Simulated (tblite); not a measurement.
## Geometry relaxation, with input and output: AlSi2H6ClO2 (part 2 of 2)

The same run, continued: AlSi2H6ClO2, SMILES [SiH3][O][Al]([Cl])[O][SiH3]; GFN2-xTB geometry optimisation, gas phase (tblite 0.8.0). 

Geometry of the input (Å):
```
Si 2.6130  -2.6893  -1.3407
O  2.8941  -1.3519  -0.1902
Al 1.6735  0.0487  0.1330
O  1.9445  1.0195  1.7079
Si 0.7950  1.0756  3.0600
Cl -0.4331  -0.3351  -0.4508
H  1.2751  -2.6501  -1.7919
H  3.5037  -2.5645  -2.4267
H  2.8576  -3.8996  -0.6686
H  -0.1407  0.0584  2.9142
H  1.5038  0.9677  4.2799
H  0.1206  2.3359  3.0032
```

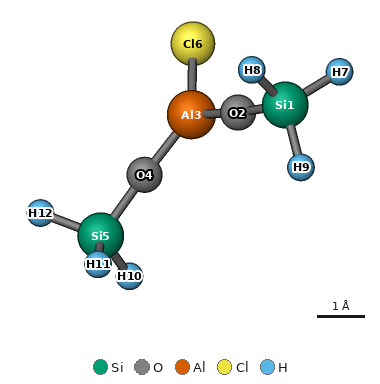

*The geometry at step 80 of the log (ball-and-stick view, seen at a tilt; atoms are numbered from 1 in the order of the input).*

**Trajectory as extended XYZ, continued**
```
12
Properties=species:S:1:pos:R:3:forces:R:3 step=52 energy=-560.10836
Si    2.7478   -2.6655   -1.2818    0.0350  -0.0940  -0.0940
O     1.8360   -1.5878   -0.4650   -0.0350   0.0900   0.1170
Al    0.8918   -0.3601    0.1585    0.0110   0.0560   0.0260
O     1.0058    0.2011    1.7301    0.0340  -0.0470  -0.1350
Si    0.9281    1.0202    3.1403   -0.0900  -0.0350   0.0440
Cl   -0.4215    0.5612   -1.0716   -0.0690   0.0070  -0.0530
H     1.8580   -3.3399   -2.2345    0.0370   0.0570   0.0300
H     3.7920   -1.8782   -1.9447   -0.0240  -0.0560   0.0140
H     3.2843   -3.6156   -0.3065   -0.0010   0.0440   0.0400
H    -0.2139    0.4589    3.8643    0.0170  -0.0220   0.0200
H     2.2012    0.7908    3.8180    0.0410  -0.0070  -0.0010
H     0.6976    2.4302    2.8221    0.0440   0.0060  -0.0080
12
Properties=species:S:1:pos:R:3:forces:R:3 step=56 energy=-560.11461
Si    2.7415   -2.6626   -1.2656   -0.0280   0.0520   0.0770
O     1.8303   -1.5850   -0.4386    0.0210  -0.0010  -0.0370
Al    0.8846   -0.3364    0.1339   -0.0440  -0.0340  -0.0010
O     1.0073    0.2170    1.7026    0.0060   0.0260   0.0350
Si    0.9357    1.0003    3.1357    0.0230   0.0090  -0.0490
Cl   -0.4432    0.5465   -1.1106   -0.0250   0.0080  -0.0250
H     1.8624   -3.3343   -2.2251    0.0060   0.0250   0.0100
H     3.7718   -1.8512   -1.9130    0.0480  -0.0590  -0.0430
H     3.2797   -3.5975   -0.2773   -0.0020   0.0190   0.0130
H    -0.2000    0.4323    3.8603   -0.0030  -0.0320   0.0160
H     2.2155    0.7727    3.8085   -0.0130  -0.0270  -0.0300
H     0.7216    2.4134    2.8186    0.0120   0.0140   0.0340
12
Properties=species:S:1:pos:R:3:forces:R:3 step=60 energy=-560.12095
Si    2.7386   -2.6523   -1.2350   -0.0160   0.0090  -0.0140
O     1.8152   -1.5785   -0.4199    0.0190   0.0170  -0.0550
Al    0.8507   -0.3246    0.1115    0.0140   0.0290  -0.0150
O     0.9923    0.2674    1.6645   -0.0470  -0.0030   0.0200
Si    0.9421    0.9976    3.1253    0.0220  -0.0290  -0.0160
Cl   -0.4681    0.5351   -1.1610   -0.0070  -0.0240   0.0120
H     1.8643   -3.3148   -2.2070    0.0150   0.0010   0.0400
H     3.7814   -1.8674   -1.8967    0.0240  -0.0120  -0.0080
H     3.2850   -3.5805   -0.2460   -0.0310   0.0120   0.0320
H    -0.1653    0.3771    3.8553   -0.0180   0.0460  -0.0210
H     2.2218    0.7310    3.7789    0.0540  -0.0120  -0.0160
H     0.7491    2.4252    2.8592   -0.0280  -0.0330   0.0420
12
Properties=species:S:1:pos:R:3:forces:R:3 step=64 energy=-560.12767
Si    2.7352   -2.6329   -1.1992    0.1690  -0.0210  -0.0020
O     1.7699   -1.5676   -0.4307   -0.0020   0.0780  -0.0030
Al    0.7980   -0.3083    0.0772    0.0130   0.0400  -0.0370
O     0.9306    0.2940    1.6274   -0.0060  -0.0380  -0.0320
Si    0.9715    0.9696    3.1110   -0.0390  -0.0050   0.1410
Cl   -0.4941    0.5341   -1.2328   -0.0090  -0.0220   0.0360
H     1.9077   -3.3242   -2.1794   -0.0870  -0.0650  -0.0620
H     3.7915   -1.8540   -1.8530   -0.0190  -0.0070   0.0300
H     3.2775   -3.5442   -0.1904   -0.0470   0.0380   0.0390
H    -0.1355    0.3712    3.8640    0.0400   0.0010  -0.0270
H     2.2742    0.6703    3.7100   -0.0160  -0.0290  -0.0610
H     0.7805    2.4073    2.9251    0.0030   0.0310  -0.0220
12
Properties=species:S:1:pos:R:3:forces:R:3 step=68 energy=-560.13646
Si    2.7435   -2.6116   -1.1691   -0.0540  -0.0070  -0.0120
O     1.7921   -1.4963   -0.4529    0.0510   0.0470  -0.0420
Al    0.7788   -0.2672    0.0424    0.0180   0.0080  -0.0020
O     0.8988    0.3214    1.5986    0.0000  -0.0110  -0.0910
Si    0.9896    0.9374    3.1057   -0.0360   0.0290   0.0110
Cl   -0.5498    0.4831   -1.2831   -0.0280   0.0250   0.0360
H     1.8763   -3.2962   -2.1311    0.0560  -0.0540   0.0240
H     3.8321   -1.8991   -1.8402   -0.0040   0.0230   0.0120
H     3.2345   -3.4691   -0.0922   -0.0130  -0.0370   0.0020
H    -0.1135    0.3165    3.8361    0.0060  -0.0230   0.0660
H     2.3113    0.6139    3.6376    0.0180  -0.0560   0.0090
H     0.8133    2.3826    2.9772   -0.0130   0.0570  -0.0120
12
Properties=species:S:1:pos:R:3:forces:R:3 step=72 energy=-560.14386
Si    2.7485   -2.6079   -1.1604   -0.0120   0.0270  -0.0250
O     1.8171   -1.4423   -0.4969    0.0190  -0.0310  -0.0170
Al    0.7765   -0.2440    0.0212   -0.0130  -0.0190  -0.0220
O     0.8740    0.3245    1.5861    0.0250   0.0820   0.1190
Si    0.9864    0.9317    3.1029    0.0610  -0.0090  -0.0680
Cl   -0.5886    0.4851   -1.2801   -0.0060   0.0210   0.0320
H     1.8964   -3.3254   -2.1124    0.0220  -0.0120   0.0260
H     3.8494   -1.9177   -1.8365   -0.0050  -0.0070   0.0240
H     3.2088   -3.4627   -0.0654   -0.0170   0.0190   0.0030
H    -0.0980    0.3111    3.8670    0.0220   0.0020  -0.0160
H     2.3160    0.5768    3.6168   -0.0990   0.0080  -0.0480
H     0.8207    2.3860    2.9871    0.0030  -0.0820  -0.0090
12
Properties=species:S:1:pos:R:3:forces:R:3 step=76 energy=-560.14659
Si    2.7452   -2.5923   -1.1332    0.0090   0.0050   0.0050
O     1.8079   -1.4128   -0.5080   -0.0380  -0.0120  -0.0010
Al    0.7492   -0.2232   -0.0057    0.0010   0.0130   0.0110
O     0.8445    0.3631    1.5551    0.0060   0.0060  -0.0240
Si    1.0040    0.9116    3.0856   -0.0100  -0.0120   0.0020
Cl   -0.6186    0.4727   -1.3208   -0.0140   0.0260   0.0350
H     1.9139   -3.3384   -2.0806    0.0130   0.0000   0.0130
H     3.8563   -1.9087   -1.7942    0.0240  -0.0010  -0.0120
H     3.1846   -3.4207   -0.0106   -0.0050  -0.0020   0.0120
H    -0.0630    0.2799    3.8636   -0.0020  -0.0130  -0.0150
H     2.3349    0.5176    3.5462    0.0130  -0.0030   0.0050
H     0.8483    2.3664    3.0317    0.0020  -0.0060  -0.0300
12
Properties=species:S:1:pos:R:3:forces:R:3 step=80 energy=-560.14872
Si    2.7492   -2.5830   -1.1172   -0.0290   0.0210   0.0040
O     1.7764   -1.4179   -0.5142    0.0210  -0.0140  -0.0320
Al    0.7310   -0.2139   -0.0179   -0.0190  -0.0020  -0.0300
O     0.8323    0.3856    1.5358    0.0050  -0.0450   0.0060
Si    1.0118    0.8968    3.0761    0.0100  -0.0010  -0.0020
Cl   -0.6415    0.4958   -1.3201   -0.0090   0.0170   0.0200
H     1.9411   -3.3553   -2.0645    0.0210   0.0210   0.0040
H     3.8652   -1.8926   -1.7689   -0.0290  -0.0170   0.0180
H     3.1747   -3.3988    0.0190    0.0180  -0.0010   0.0250
H    -0.0470    0.2607    3.8634    0.0090  -0.0030  -0.0350
H     2.3469    0.4862    3.5103    0.0060   0.0000   0.0160
H     0.8669    2.3514    3.0273   -0.0040   0.0240   0.0060
12
Properties=species:S:1:pos:R:3:forces:R:3 step=84 energy=-560.15089
Si    2.7520   -2.5646   -1.0990    0.0060  -0.0550   0.0220
O     1.7576   -1.3940   -0.5541   -0.0210   0.0300   0.0040
Al    0.7039   -0.2066   -0.0358    0.0150  -0.0050   0.0180
O     0.8216    0.3539    1.5326   -0.0030  -0.0120  -0.0100
Si    1.0243    0.8760    3.0674    0.0120   0.0080  -0.0420
Cl   -0.6733    0.5180   -1.3220   -0.0230   0.0240   0.0150
H     1.9705   -3.3692   -2.0374   -0.0100  -0.0010  -0.0450
H     3.8785   -1.8887   -1.7433   -0.0060   0.0050   0.0100
H     3.1503   -3.3561    0.0645    0.0340   0.0110   0.0250
H    -0.0349    0.2513    3.8642    0.0270   0.0050  -0.0310
H     2.3652    0.4620    3.4855   -0.0280   0.0010   0.0140
H     0.8916    2.3333    3.0067   -0.0040  -0.0100   0.0210
12
Properties=species:S:1:pos:R:3:forces:R:3 step=88 energy=-560.15389
Si    2.7491   -2.5520   -1.0556    0.0160  -0.0010  -0.0120
O     1.7048   -1.3892   -0.5901   -0.0210   0.0180  -0.0010
Al    0.6600   -0.1950   -0.0699   -0.0010  -0.0040  -0.0070
O     0.7990    0.3531    1.5005    0.0130  -0.0070  -0.0240
Si    1.0502    0.8468    3.0349   -0.0010   0.0020  -0.0100
Cl   -0.7303    0.5725   -1.3166    0.0010  -0.0040   0.0070
H     2.0275   -3.3920   -2.0119   -0.0120  -0.0100  -0.0030
H     3.8823   -1.8645   -1.6757    0.0060   0.0100   0.0000
H     3.1384   -3.2875    0.1467    0.0020  -0.0130   0.0150
H     0.0049    0.2158    3.8409   -0.0130  -0.0030   0.0060
H     2.3893    0.4019    3.4208    0.0070   0.0090   0.0120
H     0.9319    2.3053    3.0050    0.0040   0.0040   0.0170
12
Properties=species:S:1:pos:R:3:forces:R:3 step=92 energy=-560.15413
Si    2.7508   -2.5572   -1.0639   -0.0020  -0.0090  -0.0060
O     1.7122   -1.3926   -0.5880    0.0030  -0.0100  -0.0090
Al    0.6693   -0.1995   -0.0647    0.0000  -0.0050   0.0010
O     0.8104    0.3453    1.5060    0.0130   0.0110   0.0050
Si    1.0448    0.8532    3.0386    0.0040  -0.0030   0.0040
Cl   -0.7231    0.5707   -1.3058   -0.0130   0.0040  -0.0070
H     2.0181   -3.3888   -2.0207    0.0020  -0.0050   0.0080
H     3.8803   -1.8678   -1.6890    0.0060   0.0030   0.0060
H     3.1441   -3.3028    0.1328   -0.0050   0.0080  -0.0100
H    -0.0056    0.2244    3.8408   -0.0040   0.0010  -0.0030
H     2.3831    0.4188    3.4421   -0.0060   0.0070   0.0010
H     0.9227    2.3115    3.0009    0.0010  -0.0020   0.0100
12
Properties=species:S:1:pos:R:3:forces:R:3 step=96 energy=-560.15438
Si    2.7525   -2.5580   -1.0627   -0.0040   0.0030  -0.0040
O     1.7096   -1.3934   -0.5960   -0.0130   0.0060   0.0000
Al    0.6684   -0.1995   -0.0694    0.0070   0.0110   0.0080
O     0.8201    0.3505    1.4995    0.0010  -0.0010   0.0050
Si    1.0461    0.8510    3.0360    0.0000   0.0050  -0.0110
Cl   -0.7335    0.5762   -1.2979    0.0010  -0.0090  -0.0010
H     2.0211   -3.3937   -2.0162    0.0050  -0.0100  -0.0030
H     3.8829   -1.8663   -1.6847    0.0000  -0.0080   0.0070
H     3.1404   -3.2996    0.1382    0.0010   0.0070  -0.0070
H    -0.0068    0.2213    3.8336   -0.0080  -0.0080  -0.0040
H     2.3831    0.4175    3.4407    0.0110  -0.0030   0.0090
H     0.9234    2.3092    3.0082   -0.0010   0.0060   0.0020
12
Properties=species:S:1:pos:R:3:forces:R:3 step=100 energy=-560.15456
Si    2.7511   -2.5552   -1.0597   -0.0090   0.0010  -0.0020
O     1.7081   -1.3870   -0.6026    0.0010   0.0030   0.0000
Al    0.6691   -0.1927   -0.0741   -0.0060   0.0020   0.0010
O     0.8251    0.3576    1.4939    0.0040   0.0030  -0.0030
Si    1.0497    0.8487    3.0330   -0.0020   0.0000   0.0220
Cl   -0.7424    0.5693   -1.2997    0.0000  -0.0010  -0.0010
H     2.0195   -3.3958   -2.0084    0.0070  -0.0070  -0.0100
H     3.8864   -1.8693   -1.6784    0.0000  -0.0040  -0.0020
H     3.1343   -3.2916    0.1450    0.0040   0.0000   0.0050
H    -0.0053    0.2111    3.8228    0.0020   0.0010  -0.0060
H     2.3859    0.4129    3.4406   -0.0010   0.0010  -0.0010
H     0.9258    2.3072    3.0168    0.0000   0.0010  -0.0030
12
Properties=species:S:1:pos:R:3:forces:R:3 step=104 energy=-560.15465
Si    2.7498   -2.5588   -1.0660    0.0070  -0.0040  -0.0010
O     1.7103   -1.3900   -0.6022   -0.0020   0.0030   0.0000
Al    0.6745   -0.1939   -0.0698   -0.0010  -0.0030   0.0020
O     0.8342    0.3566    1.4980    0.0010   0.0040   0.0010
Si    1.0465    0.8536    3.0375    0.0040   0.0000  -0.0030
Cl   -0.7402    0.5696   -1.2911    0.0030  -0.0020   0.0000
H     2.0179   -3.3981   -2.0161    0.0030   0.0010  -0.0030
H     3.8861   -1.8744   -1.6854   -0.0070  -0.0020  -0.0010
H     3.1388   -3.2987    0.1353   -0.0040   0.0040   0.0020
H    -0.0123    0.2151    3.8205   -0.0030  -0.0010   0.0020
H     2.3817    0.4226    3.4532    0.0000   0.0000   0.0020
H     0.9198    2.3118    3.0153   -0.0010  -0.0010  -0.0010
```

**Results in brief**

```json
{"quantity": "outcome", "value": "converged"}
{"quantity": "total energy", "value": "−560.1547 eV"}
{"quantity": "wall time", "value": "1.3 s"}
{"quantity": "peak memory", "value": "0.17 GiB"}
```
